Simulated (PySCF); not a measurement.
**C2H7In (InMe2H): levels of theory compared**

Wanted: a comparison of 3 runs (HF/def2-SVP, PBE/3-21G, CCSD(T)/3-21G) of C2H7In (InMe2H). The job is set up through a Python script.

Program for the calculation: PySCF 2.14.0.

## Step 1: The molecule

C2H7In: 10 atoms, total charge 0, spin state singlet. SMILES: `[H][In]([CH3])[CH3]`. Geometry: a GFN2-xTB relaxation, a rough one for these elements and not checked as a minimum.

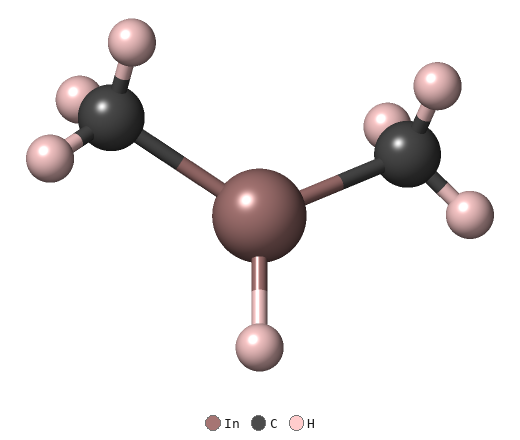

Viewed from a chosen angle; indium brown, carbon dark grey, hydrogen pink.

## Step 2: Energy and forces at HF/def2-SVP (core potential) (run 1)

The input, mol.xyz:

```xyz
10
C2H7In
In    -0.402190    -0.685650    -0.001670
C      1.827360    -0.751870    -0.001130
H      2.194600    -0.286400     0.913930
H      2.196810    -0.176180    -0.850200
H      2.211200    -1.768700    -0.063090
C     -1.552800     1.223260     0.002850
H     -1.351290     1.762880    -0.922330
H     -1.212620     1.834390     0.839180
H     -2.624680     1.055030     0.093490
H     -1.286390    -2.206770    -0.011030
```

The input, job.py:

```python
from pyscf import gto, scf

system = gto.M(
    atom='mol.xyz',
    max_memory=1860,
    verbose=4,
    ecp={'In': 'def2-svp'},
    basis='def2-svp',
)

calc0 = scf.RHF(system)
calc0.conv_tol = 1e-10
calc0.kernel()
if not calc0.converged:
    calc0 = calc0.newton().run(calc0.mo_coeff, calc0.mo_occ)

e_tot = calc0.e_tot
print('E = %.10f Eh' % e_tot)
grad = calc0.nuc_grad_method().kernel()
dip = calc0.dip_moment()
pop, q = calc0.mulliken_pop()
```

Run with:

```
$ OMP_NUM_THREADS=1 python job.py
```

The log of the run:

```text
PySCF version 2.14.0

[... 64 lines left out ...]
converged SCF energy = -268.924407989838
[... 12 lines left out ...]
Dipole moment(X, Y, Z, Debye):  0.31554,  0.57244,  0.01155
[... 61 lines left out ...]
pop of  5 C 2pz           0.66075
pop of  5 C 3px           0.38666
pop of  5 C 3py           0.48439
pop of  5 C 3pz           0.34936
pop of  5 C 3dxy          0.00187
pop of  5 C 3dyz          0.00778
pop of  5 C 3dz^2         0.00544
pop of  5 C 3dxz          0.00214
pop of  5 C 3dx2-y2       0.00566
pop of  6 H 1s            0.74125
pop of  6 H 2s            0.18120
pop of  6 H 2px           0.00513
pop of  6 H 2py           0.00868
pop of  6 H 2pz           0.01378
pop of  7 H 1s            0.74167
pop of  7 H 2s            0.18093
pop of  7 H 2px           0.00603
pop of  7 H 2py           0.00948
pop of  7 H 2pz           0.01199
pop of  8 H 1s            0.74128
pop of  8 H 2s            0.17422
pop of  8 H 2px           0.01715
pop of  8 H 2py           0.00603
pop of  8 H 2pz           0.00395
pop of  9 H 1s            0.66416
pop of  9 H 2s            0.53951
pop of  9 H 2px           0.00211
pop of  9 H 2py           0.00492
pop of  9 H 2pz           0.00028
 ** Mulliken atomic charges  **
charge of    0In =      0.73613
charge of    1C =     -0.41956
charge of    2H =      0.04933
charge of    3H =      0.04964
charge of    4H =      0.05724
charge of    5C =     -0.41903
charge of    6H =      0.04997
charge of    7H =      0.04990
charge of    8H =      0.05737
charge of    9H =     -0.21098
```

Wall time 20 s (1 thread of Intel Xeon at 2.50GHz (Skylake/Cascade Lake), shared host); peak memory 0.18 GiB.

## Step 3: Energy and forces at PBE/3-21G (run 2)

The input, calc.py:

```python
import pyscf.grad
from pyscf import gto, dft

mol = gto.Mole()
mol.atom = [
    ('In', (-0.402190, -0.685650, -0.001670)),
    ('C', (1.827360, -0.751870, -0.001130)),
    ('H', (2.194600, -0.286400, 0.913930)),
    ('H', (2.196810, -0.176180, -0.850200)),
    ('H', (2.211200, -1.768700, -0.063090)),
    ('C', (-1.552800, 1.223260, 0.002850)),
    ('H', (-1.351290, 1.762880, -0.922330)),
    ('H', (-1.212620, 1.834390, 0.839180)),
    ('H', (-2.624680, 1.055030, 0.093490)),
    ('H', (-1.286390, -2.206770, -0.011030)),
]
mol.charge = 0
mol.basis = '3-21g'
mol.spin = 0
mol.max_memory = 1860
mol.verbose = 4
mol.build()

ks = dft.RKS(mol)
ks.xc = 'pbe'
ks.conv_tol = 1e-10
ks.grids.level = 5
ks.kernel()
if not ks.converged:
    ks = ks.newton().run(ks.mo_coeff, ks.mo_occ)

e_tot = ks.e_tot
print('E(%s) = %.9f' % ('PBE', e_tot))
grad = ks.Gradients().kernel()
ks.analyze()
```

Run with:

```
$ OMP_NUM_THREADS=1 python calc.py
```

The log of the run:

```text
PySCF version 2.14.0

[... 98 lines left out ...]
One-electron Energy =                -8484.562045959495663
[... 7 lines left out ...]
MO #3   energy= -133.544970866067  occ= 2
[... 5 lines left out ...]
MO #9   energy= -23.0199512808359  occ= 2
[... 5 lines left out ...]
MO #15  energy= -9.80757810307093  occ= 2
[... 5 lines left out ...]
MO #21  energy= -0.717524091930378 occ= 2
[... 5 lines left out ...]
MO #27  energy= -0.589748862551343 occ= 2
[... 5 lines left out ...]
MO #33  energy= -0.218288542366411 occ= 2
[... 5 lines left out ...]
MO #39  energy= 0.113529803735569  occ= 0
[... 5 lines left out ...]
MO #45  energy= 0.21321820332185   occ= 0
[... 5 lines left out ...]
MO #51  energy= 0.746142551517468  occ= 0
[... 5 lines left out ...]
MO #57  energy= 1.01211666174651   occ= 0
[... 5 lines left out ...]
MO #63  energy= 1.64231085538837   occ= 0
[... 37 lines left out ...]
pop of  1 C 2py           1.11246
pop of  1 C 2pz           1.10310
pop of  1 C 3px           0.00295
pop of  1 C 3py           0.00174
pop of  1 C 3pz           0.00179
pop of  2 H 1s            0.88234
pop of  2 H 2s            0.00836
pop of  3 H 1s            0.88280
pop of  3 H 2s            0.00837
pop of  4 H 1s            0.88177
pop of  4 H 2s            0.00867
pop of  5 C 1s            1.99941
pop of  5 C 2s            1.06693
pop of  5 C 3s            0.00159
pop of  5 C 2px           1.13788
pop of  5 C 2py           1.20805
pop of  5 C 2pz           1.10346
pop of  5 C 3px           0.00197
pop of  5 C 3py           0.00272
pop of  5 C 3pz           0.00179
pop of  6 H 1s            0.88173
pop of  6 H 2s            0.00840
pop of  7 H 1s            0.88281
pop of  7 H 2s            0.00838
pop of  8 H 1s            0.88166
pop of  8 H 2s            0.00867
pop of  9 H 1s            1.10569
pop of  9 H 2s            0.00061
 ** Mulliken atomic charges  **
charge of    0In =      0.49772
charge of    1C =     -0.52367
charge of    2H =      0.10930
charge of    3H =      0.10883
charge of    4H =      0.10956
charge of    5C =     -0.52380
charge of    6H =      0.10988
charge of    7H =      0.10881
charge of    8H =      0.10968
charge of    9H =     -0.10630
Dipole moment(X, Y, Z, Debye):  0.42586,  0.75565,  0.01044
```

Run time: 40 s. Hardware: 1 thread of Intel Xeon at 2.50GHz (Skylake/Cascade Lake), shared host; peak memory 0.63 GiB.

## Step 4: The energy at CCSD(T)/3-21G (run 3)

The input, input.py:

```python
# InMe2H
from pyscf import gto, scf, cc

system = gto.M(
    atom='''
In    -0.402190    -0.685650    -0.001670
C      1.827360    -0.751870    -0.001130
H      2.194600    -0.286400     0.913930
H      2.196810    -0.176180    -0.850200
H      2.211200    -1.768700    -0.063090
C     -1.552800     1.223260     0.002850
H     -1.351290     1.762880    -0.922330
H     -1.212620     1.834390     0.839180
H     -2.624680     1.055030     0.093490
H     -1.286390    -2.206770    -0.011030
''',
    verbose=4,
    basis='3-21g',
    max_memory=1860,
)

mf = scf.RHF(system)
mf.conv_tol = 1e-10
mf.kernel()
if not mf.converged:
    mf = mf.newton().run(mf.mo_coeff, mf.mo_occ)

mycc = cc.CCSD(mf, frozen=20)
mycc.kernel()
e_t = mycc.ccsd_t()
etot = mycc.e_tot + e_t
print(f'total energy: {etot:.8f} hartree')
dip = mf.dip_moment()
pop, q = mf.mulliken_pop()
```

Run with:

```
$ OMP_NUM_THREADS=1 python input.py
```

The log of the run:

```text
PySCF version 2.14.0

[... 62 lines left out ...]
converged SCF energy = -5794.08682561751
[... 12 lines left out ...]
Init t2, MP2 energy = -5794.31257795851  E_corr(MP2) -0.225752341001428
[... 12 lines left out ...]
CCSD converged
[... 2 lines left out ...]
total energy: -5794.35828282 hartree
Dipole moment(X, Y, Z, Debye):  0.31788,  0.57602,  0.01294
[... 35 lines left out ...]
pop of  1 C 2px           0.51333
pop of  1 C 2py           0.52604
pop of  1 C 2pz           0.51772
pop of  1 C 3px           0.80185
pop of  1 C 3py           0.56236
pop of  1 C 3pz           0.56767
pop of  2 H 1s            0.46114
pop of  2 H 2s            0.34106
pop of  3 H 1s            0.46129
pop of  3 H 2s            0.34063
pop of  4 H 1s            0.46166
pop of  4 H 2s            0.33226
pop of  5 C 1s            1.98718
pop of  5 C 2s            0.34151
pop of  5 C 3s            1.17607
pop of  5 C 2px           0.52141
pop of  5 C 2py           0.51803
pop of  5 C 2pz           0.51812
pop of  5 C 3px           0.62056
pop of  5 C 3py           0.74349
pop of  5 C 3pz           0.56817
pop of  6 H 1s            0.46120
pop of  6 H 2s            0.34017
pop of  7 H 1s            0.46134
pop of  7 H 2s            0.34027
pop of  8 H 1s            0.46158
pop of  8 H 2s            0.33220
pop of  9 H 1s            0.37652
pop of  9 H 2s            0.88258
 ** Mulliken atomic charges  **
charge of    0In =      1.04238
charge of    1C =     -0.99394
charge of    2H =      0.19781
charge of    3H =      0.19809
charge of    4H =      0.20608
charge of    5C =     -0.99455
charge of    6H =      0.19863
charge of    7H =      0.19838
charge of    8H =      0.20622
charge of    9H =     -0.25910
```

Wall time 6.9 s (1 thread of Intel Xeon at 2.50GHz (Skylake/Cascade Lake), shared host); peak memory 0.16 GiB.

## Step 5: The series

| run | level | core potential | integration grid | energy (Eh) | dipole moment (D) of the reference | HOMO energy (eV) | LUMO energy (eV) | wall time |
| --- | --- | --- | --- | --- | --- | --- | --- | --- |
| 1 | HF/def2-SVP (core potential) | def2-svp | – | -268.924408 | 0.65 | -9.75 | 1.26 | 20 s |
| 2 | PBE/3-21G | – | 5 | -5796.513786 | 0.87 | -5.69 | -1.74 | 40 s |
| 3 | CCSD(T)/3-21G | – | – | -5794.358283 | 0.66 | -9.65 | 1.36 | 6.9 s |

## Step 6: Summary of results

| quantity | value |
| --- | --- |
| run 3: total energy | -5794.35828 Eh |
| run 3: dipole moment (Hartree–Fock density) | 0.66 D |
| run 3: HOMO energy (Hartree–Fock orbitals) | -9.65 eV |
| run 3: LUMO energy (Hartree–Fock orbitals) | 1.36 eV |
| run 3: HOMO–LUMO gap (Hartree–Fock orbitals) | 11.01 eV |
| run 3: correlation energy (20 core orbitals frozen) | -271.5 mEh |
| run 3: (T) correction | -6.10 mEh |
| run 3: T1 diagnostic | 0.008 |

Some runs of one species differ in core potentials or relativity; totals across that change don't compare. In runs 2, 3 relativity is left out where basis or elements ask for it. All runs together took 67 s, the longest 40 s.
